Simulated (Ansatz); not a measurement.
# Y2CF2 monolayer: phonons and vibrational spectra, part 3 of 3

Aim: the vibrations of Y2CF2 monolayer, their spectra, and whether the structure is stable.

Ansatz 0.2.0; DFT PBEsol, scalar-relativistic, plane waves, PAW; PAW set soft_1.

So far. Step 4 (Tight relaxation): The largest force component left is 0.12 meV/Å, within the tolerances set. Step 5 (Linear response at the zone centre): Before it was imposed, the acoustic sum rule was missed by 2.4e-4 eV/Å² and the charge sum rule by 0.0027 e. Small misses are needed for a sound result but don't prove that mesh and cutoff are converged. The lowest optical mode is real, 124 cm⁻¹.

## (6) Phonons on a q mesh (continued)

The phonon density of states has structure finer than the step of the table below, so its rows give means over 25 cm⁻¹, whole bins alone (the curve runs from 2.5 to 612 cm⁻¹). Peaks (cm⁻¹: height): 147.5: 0.0708, 202.5: 0.115, 237.5: 0.188, 262.5: 0.0509, 302.5: 0.0541, 382.5: 0.0311, 572.5: 0.0539.

Tetrahedra on a 24×24×1 mesh, mean over bins of 5 cm-1. Interpolated from a 6×6×1 q mesh. The phonon density of states by wavenumber; means over each step:

```csv
wavenumber (cm⁻¹),phonon density of states (1/cm⁻¹/cell)
25,0.00380
50,0.00608
75,0.00918
100,0.0141
125,0.0346
150,0.0565
175,0.0443
200,0.0486
225,0.107
250,0.0547
275,0.0418
300,0.0448
325,0.0108
350,0.00224
375,0.0132
400,0.0114
425,0.00714
450,0.0142
475,0.0127
500,0.00814
525,0.00689
550,0.0182
575,0.0260
600,0.00191
```

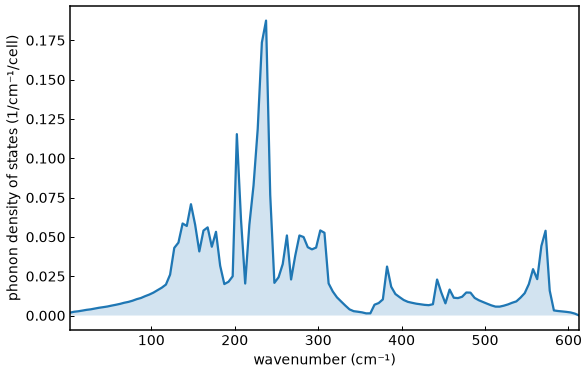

Phonon density of states, plotted against wavenumber.

The partial phonon density of states has structure finer than the step of the table below, so its rows give means over 25 cm⁻¹, whole bins alone (the curve runs from -10 to 640 cm⁻¹). Peaks (cm⁻¹: height): C 382.2: 0.0196, 443.5: 0.0178, 566.1: 0.028; F 235.1: 0.138; Y 149.3: 0.0571, 202.5: 0.0518, 235.1: 0.0244, 304.6: 0.0160.

Phonopy on the run's constants, 19x19x1 mesh, Gaussian sigma 4.6 cm-1. Interpolated from a 6×6×1 q mesh. Table of partial phonon density of states by wavenumber; means over each step; values in 1/cm⁻¹/cell:

```csv
wavenumber (cm⁻¹),C,F,Y
25,1.9e-4,6.3e-4,0.00296
50,2.7e-4,9.3e-4,0.00475
75,3.4e-4,0.00127,0.00761
100,3.8e-4,0.00157,0.0123
125,3.7e-4,0.00309,0.0316
150,3.4e-4,0.00472,0.0508
175,4.9e-4,0.00599,0.0377
200,5.1e-4,0.0133,0.0340
225,0.00188,0.0839,0.0192
250,7.5e-4,0.0481,0.00992
275,8.0e-4,0.0314,0.00847
300,3.7e-4,0.0304,0.0130
325,6.6e-5,0.00844,0.00300
350,3.6e-4,0.00168,8.4e-4
375,0.0118,7.6e-4,1.3e-4
400,0.0118,3.5e-4,1.1e-4
425,0.00760,1.3e-4,6.0e-5
450,0.0139,3.9e-4,1.8e-4
475,0.0126,6.0e-4,2.2e-4
500,0.00737,4.0e-4,1.8e-4
525,0.00648,2.9e-4,2.7e-4
550,0.0172,6.0e-4,4.8e-4
575,0.0195,6.5e-4,7.5e-4
600,0.00446,1.1e-4,3.1e-4
625,1.2e-4,0,9.3e-6
```

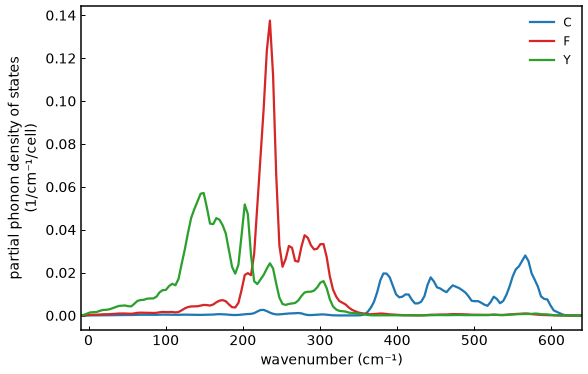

Partial phonon density of states against wavenumber.

Harmonic thermodynamic functions per atom, from the density of states. Interpolated from a 6×6×1 q mesh. Thermodynamic functions, by row:

```csv
T (K),F_vib (meV/atom),S (J/mol-atom/K),C_V (J/mol-atom/K)
0,49.26,0,0
100,47.3,5.753,10.38
200,35.97,15.86,18.38
300,15.15,23.98,21.45
400,-13.14,30.37,22.83
500,-47.39,35.55,23.54
600,-86.53,39.88,23.94
700,-129.8,43.59,24.2
800,-176.7,46.83,24.36
900,-226.8,49.71,24.48
1000,-279.6,52.29,24.57
```

Symmetry leaves 7 wavevectors to solve. The lowest mode among them, the acoustic zeros apart, lies at q = (0, 0.167, 0) and is real, 41.6 cm⁻¹.

## (7) Isotope substitution

An isotope changes the mass and not the force constants, so no new electronic calculation is needed; the shifts show which modes move this element.

The same force constants with the mass of C changed from 12.011 to 13.003 u (phonopy, no LO-TO term). Both lists are sorted by frequency; levels can cross, so a row need not hold one and the same mode. Modes under 3 cm⁻¹ are left out. Isotope shifts, by row, the first 40 of 57 rows:

```csv
q,rank,natural mass (cm⁻¹),changed mass (cm⁻¹)
0 0 0,4,123.8,123.8
0 0 0,5,123.8,123.8
0 0 0,6,202.6,201.9
0 0 0,7,202.6,201.9
0 0 0,8,207.3,207.3
0 0 0,9,240.6,240.6
0 0 0,10,240.6,240.6
0 0 0,11,340.1,339.9
0 0 0,12,362.5,351.7
0 0 0,13,363.9,351.7
0 0 0,14,363.9,362.5
0 0 0,15,611.3,589.1
0 0.1667 0,1,41.57,41.49
0 0.1667 0,2,69.23,69.14
0 0.1667 0,3,114.8,114.7
0 0.1667 0,4,130,130
0 0.1667 0,5,153.2,153.2
0 0.1667 0,6,203.2,203.2
0 0.1667 0,7,214.8,214.3
0 0.1667 0,8,226.6,226.5
0 0.1667 0,9,237.5,237.5
0 0.1667 0,10,275.5,274.8
0 0.1667 0,11,317.3,317.2
0 0.1667 0,12,324.5,324.5
0 0.1667 0,13,375.5,362.2
0 0.1667 0,14,558.3,538.7
0 0.1667 0,15,574.4,553.9
0 0.3333 0,1,109.8,109.7
0 0.3333 0,2,117.5,117.5
0 0.3333 0,3,143.9,143.9
0 0.3333 0,4,176.4,176.3
0 0.3333 0,5,193.8,193.6
0 0.3333 0,6,217.9,217.9
0 0.3333 0,7,221.7,221.4
0 0.3333 0,8,228.5,228.3
0 0.3333 0,9,233.5,233.5
0 0.3333 0,10,264.5,264.2
0 0.3333 0,11,292.4,292.3
0 0.3333 0,12,305.3,305.1
0 0.3333 0,13,381.2,366.9
```

A mode of this element alone would shift by -3.89 %. The highest zone-centre frequency without the field goes from 611.3 to 589.1 cm⁻¹ (-3.6 %). The product of the frequency ratios over all optical modes at Γ is 0.894; the product rule, (m/m′)^(3k/2) (M′/M)^(3/2) with k = 1 such atoms and M the mass of the cell, gives 0.894.

## (8) Summary of results

- space group after relaxation (within 0.01 Å): P-3m1
- area per atom: 2.16 Å²
- gap on the k-mesh: 1.06 eV
- highest optical mode at the zone centre (no LO-TO term): 611 cm⁻¹
- lowest optical zone-centre mode: 124 cm⁻¹
- largest Born charge (third of the trace): -3.70 e
- lowest mode on the q mesh (acoustic modes at Γ apart): 41.6 cm⁻¹
- highest frequency on the path or at a solved wavevector: 611 cm⁻¹
- zero-point energy per atom: 49.3 meV
- heat capacity at 300 K: 21.5 J/(mol atoms K)
- vibrational entropy at 300 K: 24.0 J/(mol atoms K)
- imaginary modes on the 6×6×1 q mesh: none

In words: The structure is a minimum as far as tested: no mode is imaginary at the 7 irreducible wavevectors of the 6×6×1 mesh, and the softest away from the acoustic zeros lies at 42 cm⁻¹. Without the field, the optical modes at Γ span 124 to 611 cm⁻¹. The highest mode in this list at Γ, 611.3 cm⁻¹, is mostly motion of C (94 % of the kinetic energy). The strongest infrared line is at 364 cm⁻¹. Averaged over orientations, the strongest Raman line at 532 nm and 300 K is at 207 cm⁻¹. The tensors are the static, non-resonant ones, while 532 nm light (2.33 eV) lies above the computed gap. In a sheet or slab the interpolated bending branch near Γ is rough, since the rotational sum rule isn't imposed. Dielectric tensors refer to the cell with its vacuum. The PAW files were made for PBE and serve the other functionals too. The starting cell was built on a prototype and not taken from a measurement. These are harmonic frequencies at zero temperature: anharmonic shifts, linewidths and thermal expansion are left out.

[Logs are printed without paths, hosts, clocks, repeated set-up lines and the standing remarks that a program may print on its own settings, such as how far it seeks lower states.]

[Hosts, paths, dates, database ids (printed as entryN), source tags and the programs' standing remarks are cut or masked in the printed files.]
